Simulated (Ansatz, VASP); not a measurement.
# CdS (Hawleyite) in two plane-wave programs, part 2 of 2

One calculation is typed for both programs; each brings its own data sets. How far apart do they land? The cell is taken from a series of VASP runs on this material, whose earlier steps may have relaxed, scaled or displaced it; both programs get it as it stands. Valence electrons are named where the data sets of a main pair hold unlike numbers.

VASP 6.6.1 and Ansatz 0.2.0.

So far. Step 4 (Comparison): The walks stopped with -0.02 GPa left in Ansatz and 0.02 GPa in VASP; each walk ends within a tolerance, so the volume difference is uncertain by about these residues over the bulk modulus, most in soft cells.

## (6) VASP: band structure, PBE0

Level of this step: PBE0; plane waves and PAW (Cd, S) (VASP).

The same cell, functional, mesh and smearing now go to VASP, with its own data sets.

The run reads the wave functions of an earlier VASP run, which isn't shown here.

The input, INCAR:

```
SYSTEM = CdS
PREC = Accurate
ENCUT = 357
EDIFF = 1E-06
NELM = 100
ISMEAR = 0
SIGMA = 0.03
LREAL = .FALSE.
ALGO = Normal
LHFCALC = .TRUE.
AEXX = 0.25
GGA = PE
LASPH = .TRUE.
NBANDS = 15
PRECFOCK = Fast
HFRCUT = -1
LORBIT = 11
LWAVE = .FALSE.
LCHARG = .FALSE.
KPAR = 4
```

The input, POSCAR:

```
CdS
1.0
    0.0000000000      2.9165000000      2.9165000000
    2.9165000000      0.0000000000      2.9165000000
    2.9165000000      2.9165000000      0.0000000000
Cd S
1 1
Direct
    0.0000000000      0.0000000000      0.0000000000
    0.7500000000      0.7500000000      0.7500000000
```

The input, KPOINTS:

```
Automatic mesh
0
Gamma
4 4 4
0 0 0
```

The input, KPOINTS_OPT:

```
Line mode
10
Line-mode
Reciprocal
  0.00000000   0.00000000   0.00000000 GAMMA
  0.50000000   0.00000000   0.50000000 X

  0.50000000   0.00000000   0.50000000 X
  0.50000000   0.25000000   0.75000000 W

  0.50000000   0.25000000   0.75000000 W
  0.37500000   0.37500000   0.75000000 K

  0.37500000   0.37500000   0.75000000 K
  0.00000000   0.00000000   0.00000000 GAMMA

  0.00000000   0.00000000   0.00000000 GAMMA
  0.50000000   0.50000000   0.50000000 L

  0.50000000   0.50000000   0.50000000 L
  0.62500000   0.25000000   0.62500000 U

  0.62500000   0.25000000   0.62500000 U
  0.50000000   0.25000000   0.75000000 W

  0.50000000   0.25000000   0.75000000 W
  0.50000000   0.50000000   0.50000000 L

  0.50000000   0.50000000   0.50000000 L
  0.37500000   0.37500000   0.75000000 K

  0.62500000   0.25000000   0.62500000 U
  0.50000000   0.00000000   0.50000000 X
```

The projector-augmented-wave data sets are Cd and S (PBE family, release 64).

Command:

```console
$ mpirun -np 4 vasp_std
```

Numbers of over 12 decimals in the logs are rounded to 6 here.

What it wrote:

```text
[banner, memory and clock lines left out]
running    4 mpi-ranks, on    1 nodes
[...]
LDA part: xc-table for (Slater+PW92), standard interpolation
 found WAVECAR, reading the header
 POSCAR, INCAR and KPOINTS ok, starting setup
[...]
HFRCUT set to (new)   9.118060
 reading WAVECAR
 the WAVECAR file was read successfully
 initial charge from wavefunction
 entering main loop
       N       E                     dE             d eps       ncg     rms          rms(c)
DAV:   1    -0.814872891933E+01   -0.81487E+01   -0.10067E+00   240   0.115E+01    0.326E+00
DAV:   2    -0.814519312476E+01    0.35358E-02   -0.81309E-02   275   0.387E+00    0.186E+00
DAV:   3    -0.813689554402E+01    0.82976E-02   -0.16326E-02   275   0.153E+00    0.116E+00
DAV:   4    -0.813586302302E+01    0.10325E-02   -0.30168E-03   268   0.510E-01    0.739E-01
[...]
DAV:   8    -0.813569889805E+01    0.72424E-05   -0.57938E-06   268   0.156E-02    0.772E-02
DAV:   9    -0.813569706067E+01    0.18374E-05   -0.17617E-06   254   0.926E-03    0.425E-02
DAV:  10    -0.813569663839E+01    0.42228E-06   -0.65162E-07   190   0.598E-03
   1 F= -.81356966E+01 E0= -.81356966E+01  d E =-.115577E-24
 Start KPOINTS_OPT (optional k-point list driver)
k-point batch [1-8\100]
       N       E                     dE             ncg
DAV:   1     0.904684092160E+02   -0.15314E+04      248
DAV:   2    -0.869748752536E+03   -0.96022E+03      268
DAV:   3    -0.914666582960E+03   -0.44918E+02      331
DAV:   4    -0.915202486962E+03   -0.53590E+00      317
DAV:   5    -0.915206648584E+03   -0.41616E-02      317
DAV:   6    -0.915206715314E+03   -0.66730E-04      303
DAV:   7    -0.915206717128E+03   -0.18141E-05      303
DAV:   8    -0.915206717183E+03   -0.54806E-07      232
[...]
k-point batch [97-100\100]
       N       E                     dE             ncg
DAV:   1     0.207491300056E+04   -0.22548E+04      144
DAV:   2     0.167754598423E+04   -0.39737E+03      148
DAV:   3     0.166289477064E+04   -0.14651E+02      148
DAV:   4     0.166274040947E+04   -0.15436E+00      176
DAV:   5     0.166273911904E+04   -0.12904E-02      162
DAV:   6     0.166273910142E+04   -0.17619E-04      148
DAV:   7     0.166273910107E+04   -0.35285E-06      132
```

Parts of OUTCAR (step 6):

```text
 POSITION                                       TOTAL-FORCE (eV/Angst)
 -----------------------------------------------------------------------------------
      0.00000      0.00000      0.00000        -0.000000      0.000000      0.000000
      4.37475      4.37475      4.37475         0.000000     -0.000000     -0.000000
 -----------------------------------------------------------------------------------
    total drift:                               -0.000084     -0.000115     -0.000066

  FREE ENERGIE OF THE ION-ELECTRON SYSTEM (eV)
  ---------------------------------------------------
  free  energy   TOTEN  =        -8.1356966384 eV

  energy  without entropy=       -8.1356966384  energy(sigma->0) =       -8.13569664

[... 3 further parts left out ...]
[key lines of the parts left out:]
E-fermi :   0.5119
```

The k-mesh is coarse for unscreened exact exchange, which converges slowly with it.

## (7) Side by side

What differs besides the data sets and the points named for the pairs above, as far as they apply: exact exchange at q = 0 is treated differently, which shows on coarse meshes; VASP keeps PBE cores, Ansatz makes them for the functional; the data sets hold 26 valence electrons in Ansatz (on its default PAW (the set named soft_2) files) and 18 in VASP; the cutoff is 420 eV in Ansatz and 357 eV in VASP; VASP takes a coarser grid for exact exchange (PRECFOCK = Fast). Total energies have different zeros and are not compared.

The two programs side by side:

```tsv
quantity	Ansatz	VASP	difference
gap over the path points (eV)	2.853	2.868	-0.015
```

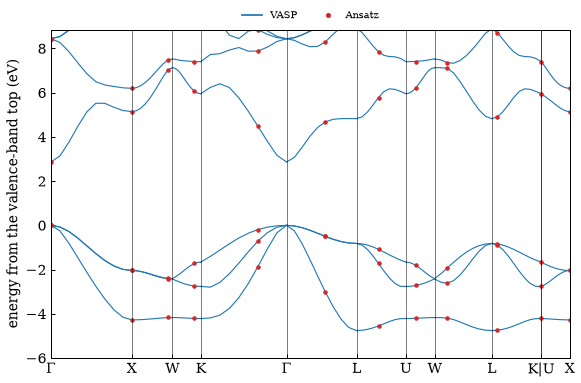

Bands from VASP (lines) and levels from Ansatz (dots). Dots without a line are higher empty bands that the VASP plot leaves out.

Levels at points of the path, from each program's valence-band top (eV; 4 filled, then empty):

```tsv
k (reciprocal lattice)	Ansatz	VASP
0.000 0.000 0.000	-8.46 0.00 0.00 0.00 2.85 8.43 8.43	-8.41 0.00 0.00 0.00 2.87 8.44 8.44
0.500 0.000 0.500	-7.95 -4.27 -2.04 -2.04 5.15 6.21 11.25	-7.91 -4.28 -2.04 -2.04 5.14 6.20 11.30
0.500 0.222 0.722	-7.77 -4.17 -2.41 -2.39 7.01 7.46 9.31	-7.73 -4.17 -2.41 -2.40 7.01 7.46 9.33
0.403 0.347 0.750	-7.81 -4.20 -2.74 -1.72 6.07 7.40 10.24	-7.77 -4.21 -2.74 -1.73 6.07 7.41 10.27
0.125 0.125 0.250	-8.44 -1.86 -0.71 -0.19 4.48 7.87 8.85	-8.39 -1.86 -0.71 -0.19 4.49 7.88 8.85
0.278 0.278 0.278	-8.45 -3.01 -0.50 -0.50 4.67 8.27 8.99	-8.40 -3.02 -0.50 -0.50 4.68 8.30 9.00
0.556 0.389 0.556	-7.96 -4.54 -1.73 -1.08 5.78 7.84 9.51	-7.91 -4.55 -1.73 -1.09 5.78 7.85 9.53
0.583 0.250 0.667	-7.81 -4.20 -2.72 -1.80 6.21 7.41 10.06	-7.77 -4.20 -2.72 -1.80 6.21 7.42 10.09
0.500 0.306 0.694	-7.80 -4.19 -2.61 -1.93 7.10 7.35 8.94	-7.76 -4.20 -2.61 -1.93 7.10 7.36 8.96
0.486 0.486 0.528	-8.03 -4.73 -0.89 -0.83 4.90 8.72 8.92	-7.99 -4.74 -0.89 -0.84 4.91 8.73 8.93
```

Among the levels compared at these points, filled levels agree within 47 meV and empty ones within 49 meV.

## (8) What came out

| Property | Result |
| --- | --- |
| difference in volume (relaxation of cell and atoms, LDA) | -0.53 % |
| largest difference of a filled level at the path points (band structure, PBE0) | 47 meV |

The largest difference of a filled level at the path points is 47 meV (band structure, PBE0), within the 80 meV picked in this series as the mark of a large difference. The data sets hold unlike numbers of valence electrons (26 in Ansatz and 18 in VASP), so part of the differences comes from the potentials. How closely two codes agree says nothing of how well the functional describes the real material.

[Lines on the potential files, build, host, timing and source positions are cut from VASP's logs without a mark.]

[Logs are printed without paths, hosts, clocks, repeated set-up lines and the standing remarks that a program may print on its own settings, such as how far it seeks lower states.]

[Hosts, paths, dates, database ids (printed as entryN), source tags and the programs' standing remarks are cut or masked in the printed files.]
